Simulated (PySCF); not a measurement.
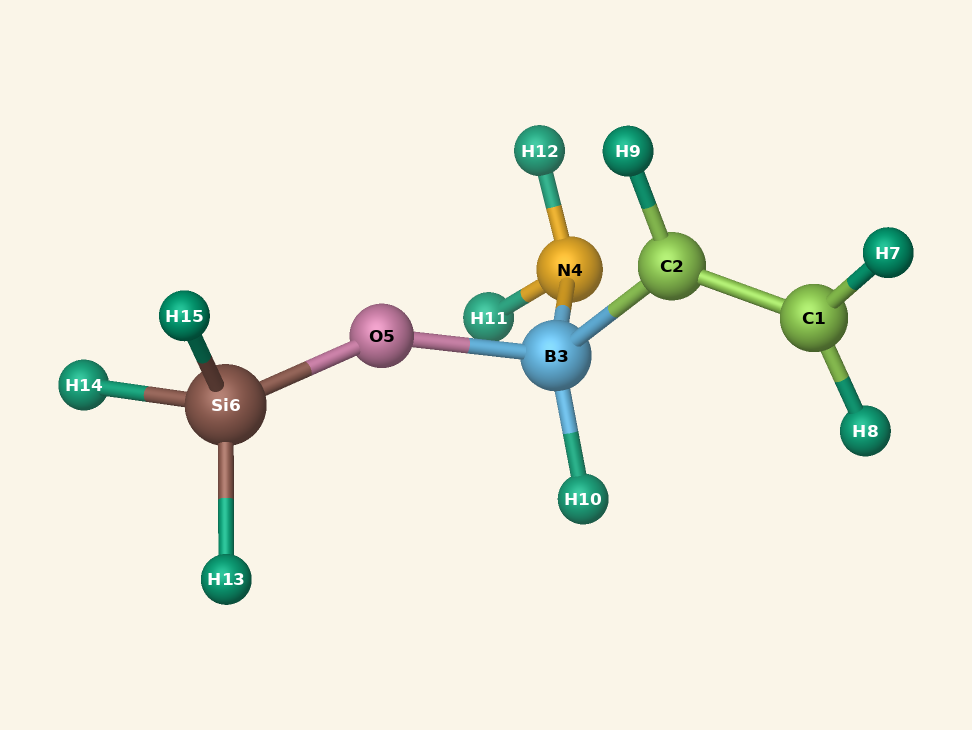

Atoms carry their numbers in the input. The species has charge −1 and is a spin singlet. The computed structure is the end point of a GFN2-xTB optimisation. No frequency run is at hand to confirm it as a minimum.

How are the neighbours of atom 3 arranged?

Answer. B3 has 4 neighbours (C2 at 1.62, N4 at 1.53, O5 at 1.53, H10 at 1.21 Å); the arrangement is tetrahedral.

What is the geometry at Si6?

Answer. Si6 has 4 neighbours (O5 at 1.55, H13 at 1.48, H14 at 1.49, H15 at 1.49 Å); the arrangement is tetrahedral.

Describe the coordination of atom 5.

Answer. O5 has 2 neighbours (B3 at 1.53, Si6 at 1.55 Å); the arrangement is bent.

How are the neighbours of atom 1 arranged?

Answer. C1 has 3 neighbours (C2 at 1.32, H7 at 1.09, H8 at 1.08 Å); the arrangement is trigonal planar.

What is the dihedral angle C1–C2–B3–N4?

Answer. 104° in size, that is anticlinal.
